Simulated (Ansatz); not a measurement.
```yaml
atoms:
  - { symbol: Sn, position_ang: [0.2204, -0.2563, 1.5677] }
  - { symbol: S, position_ang: [0.5806, 0.8416, -0.7643] }
  - { symbol: S, position_ang: [-0.8010, -0.5853, -0.8034] }
```

Geometry: r2SCAN-D4/def2-TZVP; core potentials replace the inner electrons of Sn.

Method: UKS PBE0-D4/def2-TZVP in Ansatz 0.2.0.

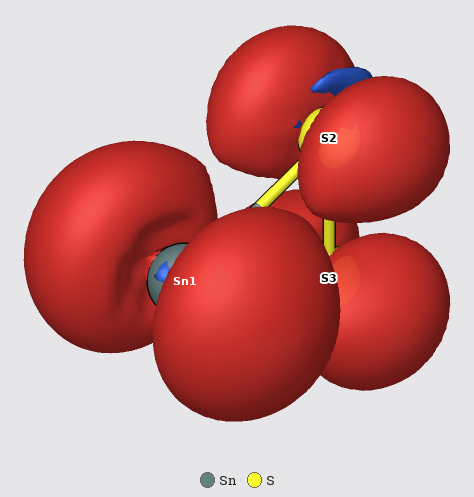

S2Sn (triplet). Isosurfaces of the spin density (α minus β) at +0.02 (red) and −0.02 e/Å³ (blue), seen at an oblique angle.

### Describe the spin distribution.

The unpaired spin (2 electrons) lies mostly on Sn1 (about 0.9), S2 (about 0.5) and S3 (about 0.5), in electrons by Hirshfeld's partition.
